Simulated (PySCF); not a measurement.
**B2PLYP/STO-6G run of SiS (SMILES [Si-]#[S+])**

Aim: the vertical singlet–triplet gap of SiS at B2PLYP/STO-6G, from 2 runs. Input form: a Python script.

Program for the calculation: PySCF 2.14.0.

29 further runs of the same task are left out: 15 that didn't finish, 14 set aside as unsound or not needed.

## Step 1: The molecule

SiS: 2 atoms, total charge 0, spin state singlet. As SMILES, `[Si-]#[S+]`. The bond length is the measured one.

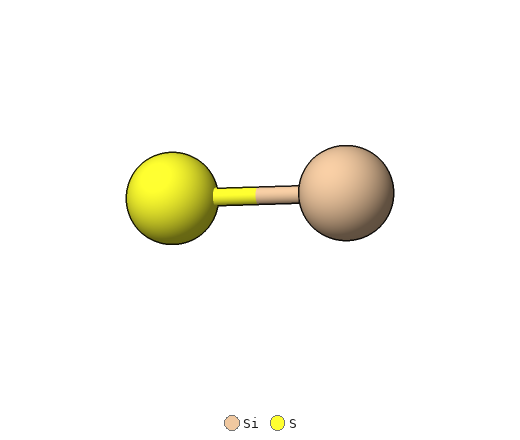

The structure, seen from a chosen angle (silicon light orange, sulfur yellow).

## Step 2: A single-point energy at B2PLYP/STO-6G

start.xyz reads:

```xyz
2

Si     0.000000     0.000000     0.000000
S      0.000000     0.000000     1.929321
```

calc.py reads:

```python
# silylene, thioxo-
from pyscf import gto, dft, mp

system = gto.Mole()
system.atom = 'start.xyz'
system.max_memory = 1860
system.verbose = 3
system.basis = 'sto-6g'
system.build()

mf = dft.RKS(system, xc='0.53*HF + 0.47*B88, 0.73*LYP')
mf.grids.level = 5
mf.conv_tol = 1e-10
mf.kernel()
if not mf.converged:
    mf = mf.newton().run(mf.mo_coeff, mf.mo_occ)

pt = mp.MP2(mf, frozen=10).run()
etot = mf.e_tot + 0.27 * pt.e_corr
print('PT2 part  %.8f' % (0.27 * pt.e_corr))
print('E = %.10f Eh' % etot)
```

The run is started by

```bash
$ OMP_NUM_THREADS=1 python calc.py
```

Output:

```text
converged SCF energy = -684.86184718723
E(RMP2) = -685.006265869609  E_corr = -0.14441868237947
E(SCS-RMP2) = -685.002164463495  E_corr = -0.140317276265121
PT2 part  -0.03899304
E = -684.9008402315 Eh
```

Run time: 2 s. Hardware: 1 thread of Intel Xeon Platinum 8488C (Sapphire Rapids), shared host; peak memory 0.17 GiB.

## Step 3: The triplet, same level

calc.py reads:

```python
from pyscf import gto, dft, mp

system = gto.M(
    atom=[
    ('Si', (0.000000, 0.000000, 0.000000)),
    ('S', (0.000000, 0.000000, 1.929321)),
],
    max_memory=1860,
    basis='sto-6g',
    spin=2,
    verbose=4,
)

myscf = dft.UKS(system, xc='0.53*HF + 0.47*B88, 0.73*LYP')
myscf.conv_tol = 1e-10
myscf.grids.level = 5
myscf.kernel()
if not myscf.converged:
    myscf = myscf.newton().run(myscf.mo_coeff, myscf.mo_occ)

pt = mp.MP2(myscf, frozen=10).run()
e_tot = myscf.e_tot + 0.27 * pt.e_corr
print('PT2 part  %.8f' % (0.27 * pt.e_corr))
print('Final energy', e_tot)
```

The run is started by

```bash
$ OMP_NUM_THREADS=1 python calc.py
```

Output:

```text
PySCF version 2.14.0

[INPUT] num. atoms = 2
[INPUT] num. electrons = 30
[INPUT] charge = 0
[INPUT] spin (= nelec alpha-beta = 2S) = 2
[INPUT] symmetry False subgroup None
[INPUT] Mole.unit = angstrom
[INPUT] Symbol           X                Y                Z      unit          X                Y                Z       unit  Magmom
[INPUT]  1 Si     0.000000000000   0.000000000000   0.000000000000 AA    0.000000000000   0.000000000000   0.000000000000 Bohr   0.0
[INPUT]  2 S      0.000000000000   0.000000000000   1.929321000000 AA    0.000000000000   0.000000000000   3.645888296372 Bohr   0.0

nuclear repulsion = 61.4390737705545
number of shells = 10
number of NR pGTOs = 108
number of NR cGTOs = 18
basis = sto-6g
ecp = {}

******** <class 'pyscf.dft.uks.UKS'> ********
method = UKS
initial guess = minao
damping factor = 0
level_shift factor = 0
DIIS = <class 'pyscf.scf.diis.CDIIS'>
diis_start_cycle = 1
diis_space = 8
diis_damp = 0
SCF conv_tol = 1e-10
SCF conv_tol_grad = None
SCF max_cycles = 50
direct_scf = True
direct_scf_tol = 1e-13
number electrons alpha = 16  beta = 14
XC library pyscf.dft.libxc version 7.0.0
    S. Lehtola, C. Steigemann, M. J.T. Oliveira, and M. A.L. Marques.,  SoftwareX 7, 1–5 (2018)
XC functionals = 0.53*HF + 0.47*B88, 0.73*LYP
    A. D. Becke.,  Phys. Rev. A 38, 3098 (1988)
    C. Lee, W. Yang, and R. G. Parr.,  Phys. Rev. B 37, 785 (1988)
    B. Miehlich, A. Savin, H. Stoll, and H. Preuss.,  Chem. Phys. Lett. 157, 200 (1989)
radial grids:
    Treutler-Ahlrichs [JCP 102, 346 (1995); DOI:10.1063/1.469408] (M4) radial grids

becke partition: Becke, JCP 88, 2547 (1988); DOI:10.1063/1.454033
pruning grids: <function nwchem_prune>
grids dens level: 5
symmetrized grids: False
atomic radii adjust function: <function treutler_atomic_radii_adjust>
small_rho_cutoff = 0
Set gradient conv threshold to 1e-05
tot grids = 86600
init E= -684.604296287296

[... the frontier-level lines of each cycle are left out ...]



cycle= 1 E= -684.658018389608  delta_E= -0.0537  |g|= 0.24  |ddm|=  1.8


cycle= 2 E= -684.510118152567  delta_E= 0.148  |g|= 0.499  |ddm|= 1.32
cycle= 3 E= -684.725543476826  delta_E= -0.215  |g|= 0.022  |ddm|= 0.786
cycle= 4 E= -684.726224362461  delta_E= -0.000681  |g|= 0.00489  |ddm|= 0.0646
cycle= 5 E= -684.72629586106  delta_E= -7.15e-05  |g|= 0.00209  |ddm|= 0.0221
cycle= 6 E= -684.726335957187  delta_E= -4.01e-05  |g|= 0.00146  |ddm|= 0.0229
cycle= 7 E= -684.726352614494  delta_E= -1.67e-05  |g|= 0.000501  |ddm|= 0.0187
cycle= 8 E= -684.726355586677  delta_E= -2.97e-06  |g|= 0.00011  |ddm|= 0.0103
cycle= 9 E= -684.72635565649  delta_E= -6.98e-08  |g|= 2.5e-05  |ddm|= 0.00123
cycle= 10 E= -684.726355660094  delta_E= -3.6e-09  |g|= 7.98e-06  |ddm|= 0.000264
cycle= 11 E= -684.726355660416  delta_E= -3.22e-10  |g|= 1.06e-06  |ddm|= 8.04e-05
cycle= 12 E= -684.726355660421  delta_E= -5.34e-12  |g|= 5.07e-07  |ddm|= 8.87e-06
Extra cycle  E= -684.726355660422  delta_E= -1.14e-13  |g|= 6.55e-07  |ddm|= 2.27e-06
converged SCF energy = -684.726355660422  <S^2> = 2.0164274  2S+1 = 3.0109317

******** <class 'pyscf.mp.ump2.UMP2'> ********
nocc = (np.int64(6), np.int64(4)), nmo = (8, 8)
frozen orbitals 10
E(UMP2) = -684.811615001869  E_corr = -0.0852593414472554
E(SCS-UMP2) = -684.809968066886  E_corr = -0.0836124064648653
E_corr(same-spin) = -0.0215755422367399
E_corr(oppo-spin) = -0.0636837992105155
PT2 part  -0.02302002
Final energy -684.7493756826123
```

Wall time 3.6 s (1 thread of Intel Xeon Platinum 8488C (Sapphire Rapids), shared host); peak memory 0.18 GiB.

## Step 4: Results

At B2PLYP/STO-6G, 10 core orbitals frozen:

| quantity | value |
| --- | --- |
| singlet: total energy | -684.90084 Eh |
| singlet: dipole moment (SCF part) | 1.53 D |
| singlet: HOMO energy (SCF part's orbitals) | -4.80 eV |
| singlet: LUMO energy (SCF part's orbitals) | 4.14 eV |
| singlet: HOMO–LUMO gap (SCF part's orbitals) | 8.94 eV |
| triplet: total energy | -684.74938 Eh |
| triplet: dipole moment (SCF part) | 2.04 D |
| triplet: HOMO energy (SCF part's orbitals) (highest over α and β) | -1.07 eV |
| triplet: LUMO energy (SCF part's orbitals) (lowest over α and β) | 0.42 eV |
| triplet: ⟨S²⟩ | 2.016 |
| vertical energy of the triplet above the singlet | 4.122 eV |

In words: At this shape the triplet lies 4.12 eV (95 kcal/mol) above the singlet. In a minimal basis such a difference can be off by several eV, whatever the method.
